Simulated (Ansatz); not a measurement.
SiHBrCl4: several calculations on one system

Part 1: Relaxation

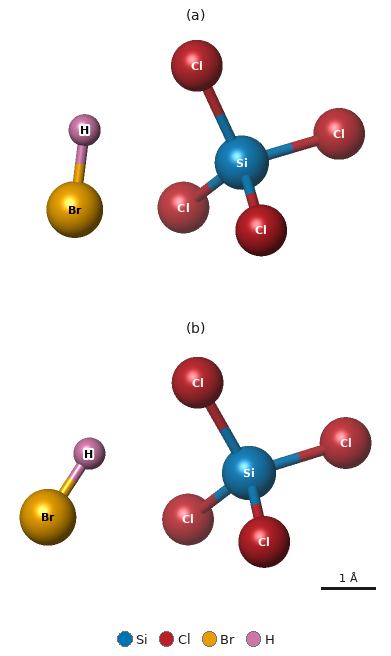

The structure of SiHBrCl$_{4}$ before (top) and after (bottom) a relaxation, at one scale.

Style: ball-and-stick. Shown at a tilt.

The run prepares an end point of a later path (reaction) calculation, from a guessed geometry.

Computed with Ansatz 0.2.0, RKS PBE-D4/def2-SVP. Set-up: no spin polarisation; force threshold 0.03 eV/Å; at most 50 steps.

**What changed between the two?**

The energy falls by 4.60 kcal/mol in 8 geometry steps. The largest force component goes from 1.2 to 0.011 eV/Å. The Br atom moves most after the best rigid fit: 0.57 Å. Largest moves by element: Br 0.57 Å, H 0.23 Å, Si 0.16 Å, Cl 0.15 Å. Among the contacts that change: Br–Si 3.527 → 4.208 Å, Br–H 1.505 → 1.440 Å, Cl–Si 2.108 → 2.069 Å, Cl–Si 2.061 → 2.049 Å. Bond angles that change, for instance: Cl–Si–Cl 104.3° → 108.4°, Cl–Si–Cl 113.8° → 110.5°, Cl–Si–Cl 111.7° → 109.1°.

Limits of the set-up: the start holds two separate molecules, 2.6 Å apart at their closest, whose relative position is a soft coordinate.

Part 2: Relaxation

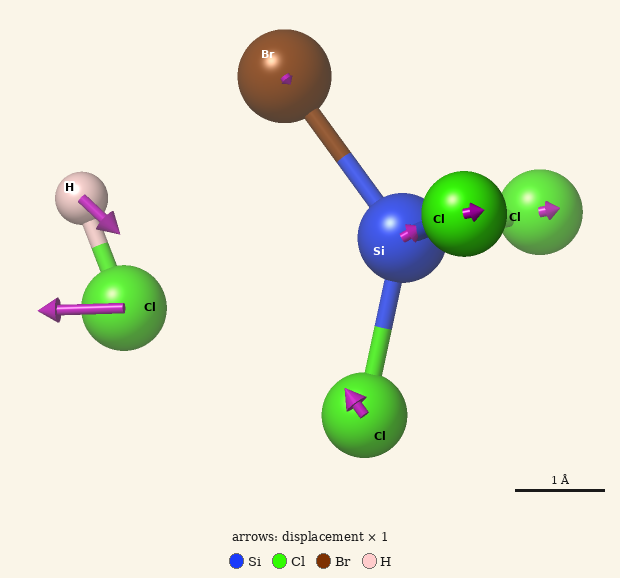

This is a relaxation of SiHBrCl4. The starting structure is drawn; purple arrows show the displacements, at their true length. The two geometries are superimposed by the best rigid fit.

Style: ball-and-stick. Shown at a tilt.

The run prepares an end point of a later path (reaction) calculation, from a guessed geometry.

The calculation used RKS PBE-D4/def2-SVP in Ansatz. Settings: no spin polarisation; force threshold 0.03 eV/Å; at most 50 steps.

Q: Atoms of which element are displaced furthest, and by how much?

A: Chlorine: up to 1.02 Å, against 0.61 Å for hydrogen.

Q: What happened in the run?

A: A Cl atom moves most after the best rigid fit: 1.02 Å. By element the largest moves are Cl 1.02 Å, H 0.61 Å, Si 0.28 Å, Br 0.12 Å. Some distances before and after: Br–Cl 3.231 → 3.924 Å, Cl–Cl 3.064 → 3.701 Å, Br–Si 2.291 → 2.229 Å, Cl–H 1.338 → 1.302 Å. Among the angles between lasting bonds that change: Cl–Si–Br 130.4° → 109.2°, Cl–Si–Br 103.3° → 109.0°, Cl–Si–Cl 104.9° → 109.9°. After 11 accepted moves (12 points after the start) the energy has fallen by 0.546 eV. The largest force component goes from 1.1 to 0.016 eV/Å. The line search rejected the trial step at point 10 of the run. Cost: 11 s on 4 threads of Intel(R) Xeon(R) 6975P-C (Granite Rapids) (shared host), peak memory 0.23 GiB.

Limits of the set-up: the start holds two separate molecules, 2.8 Å apart at their closest, whose relative position is a soft coordinate.

Part 3: Path

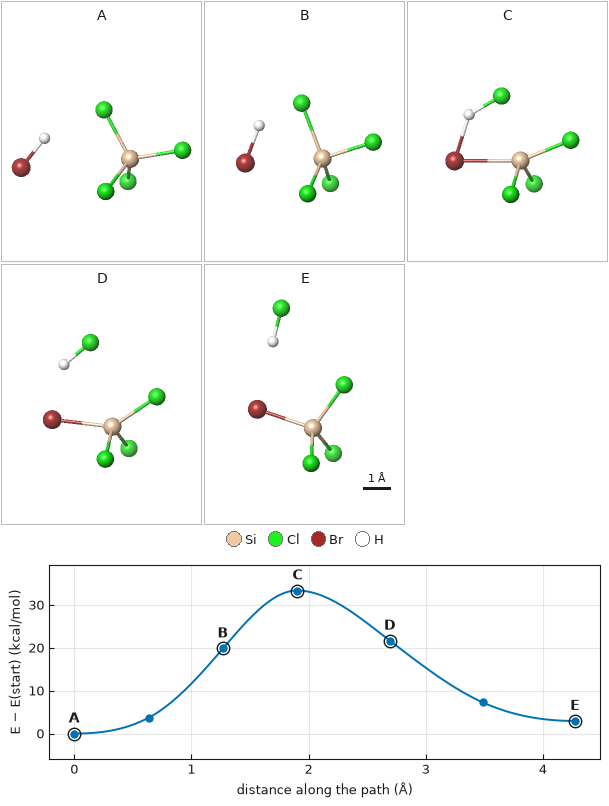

A nudged-elastic-band calculation for SiHBrCl$_{4}$, made up at the start of SiCl4 and HBr. Images are numbered from 0 (start) to 6 (end). Frames A to E are images 0, 2, 3, 4, 6. Style: ball-and-stick. Shown at a tilt.

All numbers below come from RKS PBE-D4/def2-SVP (Ansatz 0.2.0). Settings: 5 movable images; climbing image; force threshold 0.05 eV/Å; iteration limit 60; starting path through a guess of the saddle point.

Q: Read off the barrier and say what moves.

A: Breaking: Br–H (1.44 → 2.62 Å), Cl–Si (2.07 → 4.62 Å). Forming: Cl–H (2.55 → 1.30 Å), Br–Si (4.21 → 2.23 Å). The energy climbs by 33.4 kcal/mol to image 3 and then falls by 30.4 kcal/mol, so the end point sits at +2.9 kcal/mol. The band is converged.

Limits of the set-up: the start holds two separate molecules, 2.5 Å apart at their closest, whose relative position is a soft coordinate.
